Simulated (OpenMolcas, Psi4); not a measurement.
**A ladder of methods for SnSiH5O (SMILES [SiH3][O][SnH2])**

SnSiH5O: 8 atoms, total charge 0, spin state doublet. SMILES: `[SiH3][O][SnH2]`. Geometry: relaxed at PBE0-D4/def2-TZVP. This is one conformer, not always the lowest.

```xyz
8

Si   -0.7379    1.0751   -0.4808
O     0.5869    0.3062    0.0788
Sn    0.9565   -1.3321    1.1080
H    -1.8779    0.1277   -0.6588
H    -0.4246    1.6964   -1.7946
H    -1.1735    2.1423    0.4619
H     2.6654   -1.4891    0.9505
H     0.0974   -2.5837    0.2792
```

Each level gives the energy change with the Sn3–H8 bond stretched from 1.730 to 2.249 Å (eV). The values are calculated.

```csv
level,kind,program,value (eV)
U-revPBE/def2-SVPD (core potential),GGA,OpenMolcas,0.65
UBLYP/def2-SVPD (core potential),GGA,OpenMolcas,0.59
UPBE/def2-SVPD (core potential),GGA,OpenMolcas,0.67
UM06-L/def2-SVPD (core potential),meta-GGA,OpenMolcas,0.70
UB3LYP/def2-SVPD (core potential),global hybrid,Psi4,0.72
UBHLYP/def2-SVPD (core potential),global hybrid,Psi4,0.86
UM06-2X/def2-SVPD (core potential),hybrid meta-GGA,Psi4,0.83
UPBE0/def2-SVPD (core potential),global hybrid,OpenMolcas,0.81
```

The first shape isn't each level's own minimum. The values span 0.59 to 0.86 eV.

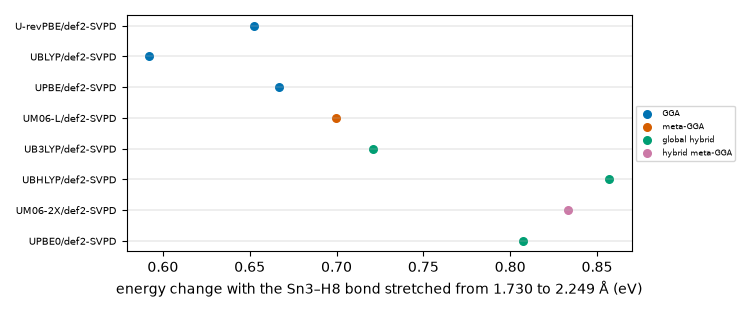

The values of the table, level by level.
